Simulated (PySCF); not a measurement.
```xyz
16

C    -2.2494   -0.3545    0.2648
C    -1.1601    0.6318    0.0206
F    -1.6248    1.9085   -0.1105
C     0.1405    0.3899   -0.0648
C     1.1002    1.5179   -0.2983
F     2.1246    1.1312   -1.1427
Si    0.8260   -1.3643    0.1438
O     2.4392   -1.3525    0.2356
H    -2.0923   -0.8739    1.2073
H    -3.2054    0.1622    0.2977
H    -2.2749   -1.0988   -0.5281
H     1.5811    1.8218    0.6395
H     0.6228    2.3840   -0.7662
H     0.4471   -1.9032    1.4444
H     0.3501   -2.1620   -0.9896
H     2.9677   -0.8291   -0.3650
```

Geometry: GFN2-xTB.

These are results of PBE0/pcSseg-1, SCF density, gas phase, non-relativistic (PySCF), not measurements.

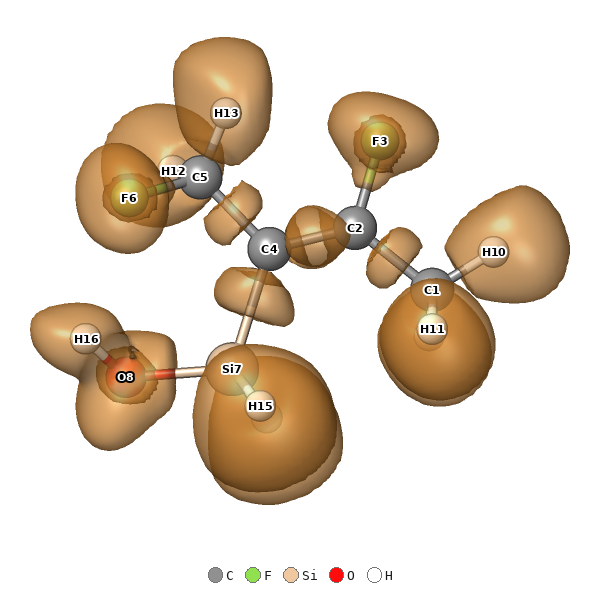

C4H8F2OSi (SMILES C/C(F)=C(/CF)[SiH2]O). Isosurface of the electron localisation function at 0.75 (orange), seen across its widest extent. Core shells and regions of very low density are left out.

### Identify the bonds, lone pairs and shells in this picture.

At this value the surface marks out three regions between bonded C–C atoms (shared pairs), one region between bonded C–Si atoms (shared pairs), seven regions around hydrogen nuclei, two regions on F in which the atom's valence shell and bonds are merged and one joined region spread over several atoms (H, O), in which their bonds and any lone pairs are merged.

Values along the shortest contacts:
C–C (1.33 Å): the ELF peaks at about 0.95 between the atoms; a multiple bond. C–F (1.36 Å): the ELF peaks at about 0.85 between the atoms (a shared but strongly polarised pair).
